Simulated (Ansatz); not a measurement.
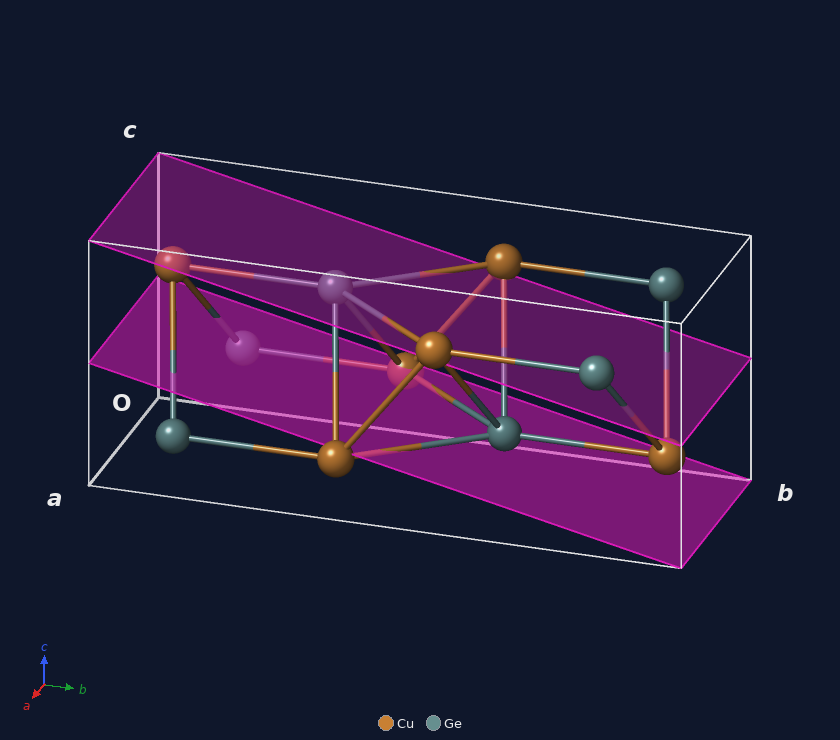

Every member of one family of equally spaced planes, hx + ky + lz = a whole number, that cuts the unit cell is shaded (one member passes through the origin O, touching the cell only at an edge or corner). Crystal: CuGe, coordinates from a relaxation with DFT PBE, scalar-relativistic, plane waves, PAW in Ansatz; the starting structure was generated, so it need not be a known form of this composition. Geometry calculated from the standardised cell; symmetry tolerance 0.002 Å.

a = 3.286 Å, b = 9.299 Å, c = 4.017 Å, α = 90.00°, β = 90.00°, γ = 90.00°.

Which (hkl) family is drawn?

Answer. (0 1 2); the opposite sign names the same planes. The member next to the origin meets the axes a never, b at 1, c at 1/2.

What is the spacing?

Answer. d = 1.963 Å.

Which atoms of the cell lie in these planes (within 0.03 Å)?

Answer. No atom.
